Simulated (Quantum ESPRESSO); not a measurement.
**Magnetic state of NiAgO2 from several starts**

Aim: find out which collinear order of NiAgO2 costs least.

Main program and level: Quantum ESPRESSO 7.5; LDA; plane waves with GBRV 1.5 LDA potentials, no spin-orbit coupling.

**1. Starting point**

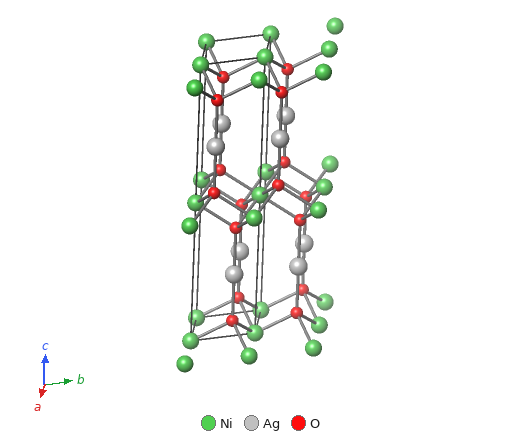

Start, viewed slightly off an axis; nickel green, silver light grey, oxygen red. 2×2×1 cells are drawn. Bonds to atoms that aren't drawn are left out. Some periodic images of atoms are drawn too.

The cell comes from Materials Project 2023-11-01, a database of computed structures, and need not be the stable phase.

**2. Start 1: ferro ++**

The signs are those of the starting moments on the seeded atoms, the atoms that are given a moment.

File pw.in:

```
&CONTROL
  calculation = 'scf'
  prefix = 'pwscf'
  outdir = './tmp'
  pseudo_dir = './pseudo'
  disk_io = 'nowf'
/
&SYSTEM
  ibrav = 0
  nat = 8
  ntyp = 3
  ecutwfc = 40
  ecutrho = 280
  nbnd = 64
  occupations = 'smearing'
  smearing = 'fd'
  degauss = 0.00367493
  nspin = 2
  starting_magnetization(1) = 0.1111
  starting_magnetization(2) = 0
  starting_magnetization(3) = 0
/
&ELECTRONS
  conv_thr = 1.6d-08
  electron_maxstep = 150
  mixing_beta = 0.3
/
ATOMIC_SPECIES
Ni     58.6934 ni_lda_v1.4.uspp.F.UPF
Ag    107.8682 ag_lda_v1.4.uspp.F.UPF
O      15.9990 o_lda_v1.2.uspp.F.UPF
CELL_PARAMETERS angstrom
   2.9991629743    0.0000000000    0.0000000000
  -1.4995814871    2.5973513258    0.0000000000
   0.0000000000    0.0000000000   12.3151270000
ATOMIC_POSITIONS crystal
Ni      0.0000000000    0.0000000000    0.5000000000
Ni      0.0000000000    0.0000000000    0.0000000000
Ag      0.6666666700    0.3333333300    0.7500000000
Ag      0.3333333300    0.6666666700    0.2500000000
O       0.3333333300    0.6666666700    0.4180620000
O       0.6666666700    0.3333333300    0.9180620000
O       0.6666666700    0.3333333300    0.5819380000
O       0.3333333300    0.6666666700    0.0819380000
K_POINTS automatic
8 8 2 0 0 0
```

Started as:

```
$ OMP_NUM_THREADS=1 mpirun -n 4 pw.x -nk 4 -in pw.in > pw.out
```

Output:

```text
Program PWSCF v.7.5 starts

     Message from routine setup:
     using ibrav=0 with symmetry is DISCOURAGED, use correct ibrav instead

     K-points division:     npool     =       4
     Subspace diagonalization in iterative solution of the eigenvalue problem:

     G-vector sticks info
     --------------------
     sticks:   dense  smooth     PW     G-vecs:    dense   smooth      PW
     Sum         613     361    109                51111    22245    3797

     Using Slab Decomposition

     bravais-lattice index     =            0
     lattice parameter (alat)  =       5.6676  a.u.
     unit-cell volume          =     647.3904 (a.u.)^3
     number of atoms/cell      =            8
     number of atomic types    =            3
     number of electrons       =        98.00
     number of Kohn-Sham states=           64
     kinetic-energy cutoff     =      40.0000  Ry
     charge density cutoff     =     280.0000  Ry
     scf convergence threshold =      1.6E-08
     mixing beta               =       0.3000
     number of iterations used =            8  plain     mixing
     Exchange-correlation= SLA  PZ   NOGX NOGC
                           (   1   1   0   0   0   0   0)

     celldm(1)=   5.667597  celldm(2)=   0.000000  celldm(3)=   0.000000
     celldm(4)=   0.000000  celldm(5)=   0.000000  celldm(6)=   0.000000

     crystal axes: (cart. coord. in units of alat)
               a(1) = (   1.000000   0.000000   0.000000 )
               a(2) = (  -0.500000   0.866025   0.000000 )
               a(3) = (   0.000000   0.000000   4.106188 )

     reciprocal axes: (cart. coord. in units 2 pi/alat)
               b(1) = (  1.000000  0.577350 -0.000000 )
               b(2) = (  0.000000  1.154701  0.000000 )
               b(3) = (  0.000000 -0.000000  0.243535 )

     PseudoPot. # 1 for Ni read from file:
     ni_lda_v1.4.uspp.F.UPF
     Pseudo is Ultrasoft + core correction, Zval = 18.0
     Generated by new atomic code, or converted to UPF format
     Using radial grid of  865 points,  6 beta functions with:
                l(1) =   0
                l(2) =   0
                l(3) =   1
                l(4) =   1
                l(5) =   2
                l(6) =   2
     Q(r) pseudized with 10 coefficients,  rinner =    0.980   0.980   0.980
                                                       0.980   0.980

     PseudoPot. # 2 for Ag read from file:
     ag_lda_v1.4.uspp.F.UPF
     Pseudo is Ultrasoft + core correction, Zval = 19.0
     Generated by new atomic code, or converted to UPF format
     Using radial grid of  887 points,  6 beta functions with:
                l(1) =   0
                l(2) =   0
                l(3) =   1
                l(4) =   1
                l(5) =   2
                l(6) =   2
     Q(r) pseudized with  6 coefficients,  rinner =    1.300   1.300   1.300
                                                       1.300   1.300

     PseudoPot. # 3 for O  read from file:
     o_lda_v1.2.uspp.F.UPF
     Pseudo is Ultrasoft + core correction, Zval =  6.0
     Generated by new atomic code, or converted to UPF format
     Using radial grid of  737 points,  5 beta functions with:
                l(1) =   0
                l(2) =   0
                l(3) =   1
                l(4) =   1
                l(5) =   2
     Q(r) pseudized with  8 coefficients,  rinner =    0.900   0.900   0.900
                                                       0.900   0.900

     atomic species   valence    mass     pseudopotential
     Ni               18.00    58.69340     Ni( 1.00)
     Ag               19.00   107.86820     Ag( 1.00)
     O                 6.00    15.99900     O ( 1.00)

     Starting magnetic structure
     atomic species   magnetization
     Ni              0.111
     Ag              0.000
     O               0.000

     24 Sym. Ops., with inversion, found (12 have fractional translation)

   Cartesian axes

     site n.     atom                  positions (alat units)
         1        Ni     tau(   1) = (   0.0000000   0.0000000   2.0530940  )
         2        Ni     tau(   2) = (   0.0000000   0.0000000   0.0000000  )
         3        Ag     tau(   3) = (   0.5000000   0.2886751   3.0796410  )
         4        Ag     tau(   4) = (  -0.0000000   0.5773503   1.0265470  )
         5        O      tau(   5) = (  -0.0000000   0.5773503   1.7166412  )
         6        O      tau(   6) = (   0.5000000   0.2886751   3.7697352  )
         7        O      tau(   7) = (   0.5000000   0.2886751   2.3895468  )
         8        O      tau(   8) = (  -0.0000000   0.5773503   0.3364528  )

     number of k points=    20  Fermi-Dirac smearing, width (Ry)=  0.0037
                       cart. coord. in units 2pi/alat
        k(    1) = (   0.0000000   0.0000000   0.0000000), wk =   0.0078125
        k(    2) = (   0.0000000   0.0000000  -0.1217674), wk =   0.0078125
        k(    3) = (   0.0000000   0.1443376   0.0000000), wk =   0.0468750
        k(    4) = (   0.0000000   0.1443376  -0.1217674), wk =   0.0468750
        k(    5) = (   0.0000000   0.2886751   0.0000000), wk =   0.0468750
        [... 15 further k-points ...]

     Dense  grid:    51111 G-vectors     FFT dimensions: (  32,  32, 128)

     Smooth grid:    22245 G-vectors     FFT dimensions: (  24,  24,  96)

     Check: negative core charge=   -0.000008
     Generating pointlists ...
     new r_m :   0.2756 (alat units)  1.5622 (a.u.) for type    1
     new r_m :   0.2847 (alat units)  1.6134 (a.u.) for type    2
     new r_m :   0.2756 (alat units)  1.5622 (a.u.) for type    3

     Initial potential from superposition of free atoms

     starting charge      92.9999, renormalised to      98.0000
     Starting wfcs are   68 randomized atomic wfcs

     Self-consistent Calculation

     iteration #  1     ecut=    40.00 Ry     beta= 0.30
     Davidson diagonalization with overlap
     ethr =  1.00E-02,  avg # of iterations =  4.1

     total energy              =   -1368.60133563 Ry
     estimated scf accuracy    <     101.41631242 Ry

     total magnetization       =     0.27 Bohr mag/cell
     absolute magnetization    =     0.84 Bohr mag/cell

     iteration #  2     ecut=    40.00 Ry     beta= 0.30
     Davidson diagonalization with overlap
     ethr =  1.00E-02,  avg # of iterations =  4.6

     total energy              =   -1385.32619211 Ry
     estimated scf accuracy    <     245.56829053 Ry

     total magnetization       =     0.10 Bohr mag/cell
     absolute magnetization    =     0.14 Bohr mag/cell

     iteration #  3     ecut=    40.00 Ry     beta= 0.30
     Davidson diagonalization with overlap
     ethr =  1.00E-02,  avg # of iterations =  4.3

     total energy              =   -1404.98679609 Ry
     estimated scf accuracy    <      17.67133079 Ry

     total magnetization       =     0.17 Bohr mag/cell
     absolute magnetization    =     0.33 Bohr mag/cell

     [... further iterations left out ...]

     iteration # 15     ecut=    40.00 Ry     beta= 0.30
     Davidson diagonalization with overlap
     ethr =  2.60E-08,  avg # of iterations =  1.7

     total energy              =   -1406.68700065 Ry
     estimated scf accuracy    <       0.00000090 Ry

     total magnetization       =     1.39 Bohr mag/cell
     absolute magnetization    =     1.42 Bohr mag/cell

     iteration # 16     ecut=    40.00 Ry     beta= 0.30
     Davidson diagonalization with overlap
     ethr =  9.18E-10,  avg # of iterations =  2.1

     total energy              =   -1406.68700136 Ry
     estimated scf accuracy    <       0.00000021 Ry

     total magnetization       =     1.38 Bohr mag/cell
     absolute magnetization    =     1.41 Bohr mag/cell

     iteration # 17     ecut=    40.00 Ry     beta= 0.30
     Davidson diagonalization with overlap
     ethr =  2.19E-10,  avg # of iterations =  2.0

     total energy              =   -1406.68700174 Ry
     estimated scf accuracy    <       0.00000007 Ry

     total magnetization       =     1.38 Bohr mag/cell
     absolute magnetization    =     1.41 Bohr mag/cell

     iteration # 18     ecut=    40.00 Ry     beta= 0.30
     Davidson diagonalization with overlap
     ethr =  7.21E-11,  avg # of iterations =  2.3

     Magnetic moment per site  (integrated on atomic sphere of radius R)
     atom   1 (R=0.276)  charge= 15.4289  magn=  0.5074
     atom   2 (R=0.276)  charge= 15.4289  magn=  0.5074
     atom   3 (R=0.285)  charge= 15.3263  magn=  0.0040
     atom   4 (R=0.285)  charge= 15.3263  magn=  0.0040
     atom   5 (R=0.276)  charge=  5.3695  magn=  0.0707
     atom   6 (R=0.276)  charge=  5.3695  magn=  0.0707
     atom   7 (R=0.276)  charge=  5.3695  magn=  0.0707
     atom   8 (R=0.276)  charge=  5.3695  magn=  0.0707

     End of self-consistent calculation

     [... lines left out ...]
     the Fermi energy is    11.4851 ev

!    total energy              =   -1406.68700191 Ry
     estimated scf accuracy    <       0.00000001 Ry
     smearing contrib. (-TS)   =      -0.00376622 Ry
     internal energy E=F+TS    =   -1406.68323569 Ry

     The total energy is F=E-TS. E is the sum of the following terms:
     one-electron contribution =    -835.02974694 Ry
     hartree contribution      =     462.95942523 Ry
     xc contribution           =    -155.25078059 Ry
     ewald contribution        =    -879.36213339 Ry

     total magnetization       =     1.37 Bohr mag/cell
     absolute magnetization    =     1.40 Bohr mag/cell

     convergence has been achieved in  18 iterations

=------------------------------------------------------------------------------=
   JOB DONE.
=------------------------------------------------------------------------------=
```

Wall time 50 s (4 MPI ranks of Intel Xeon Platinum 8488C (Sapphire Rapids), shared host); peak memory 0.69 GiB; 3.3 min of CPU time.

Spin moment in the atom's sphere by atom:

| atom | spin moment in the atom's sphere (μB) |
| --- | --- |
| Ni1 | 0.507 |
| Ni2 | 0.507 |
| Ag3 | 0.004 |
| Ag4 | 0.004 |
| O5 | 0.071 |
| O6 | 0.071 |
| O7 | 0.071 |
| O8 | 0.071 |

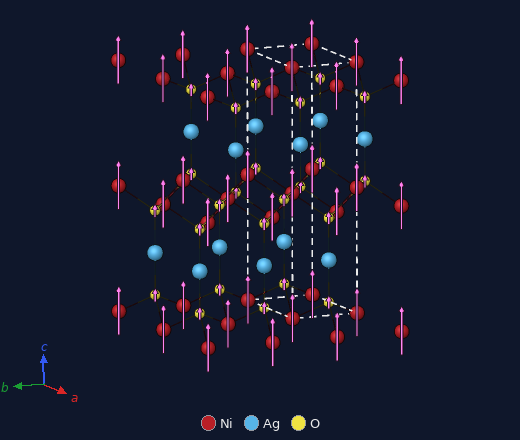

Spin moment in the atom's sphere as arrows, the longest 0.507 μB. Up and down stand for the sign. Arrows give size and sign along the axis of quantisation, drawn up and down the page. Each arrow also spans its atom, so small moments look longer than they are. Bonds to atoms that aren't drawn are left out. 2×3×1 cells are drawn. Some periodic images of atoms are drawn too.

Numbers from this step:

| Item | Value |
| --- | --- |
| smearing term TS | 0.05124 eV |
| magnetization | 1.372 μB |
| absolute magnetization | 1.401 μB |
| final state | ferromagnetic |

[end of part 1 of 2]

[Logs and program files are shortened in this print: banners, set-up blocks, solver, clock and traceback lines can be left out without a mark of their own.]

[Logs are printed without paths, hosts, clocks, repeated set-up lines and the standing remarks that a program may print on its own settings, such as how far it seeks lower states.]

[Hosts, paths, dates, database ids (printed as entryN), source tags and the programs' standing remarks are cut or masked in the printed files.]

[Where a cell is said to come from a database of computed structures, the database is the Materials Project.]
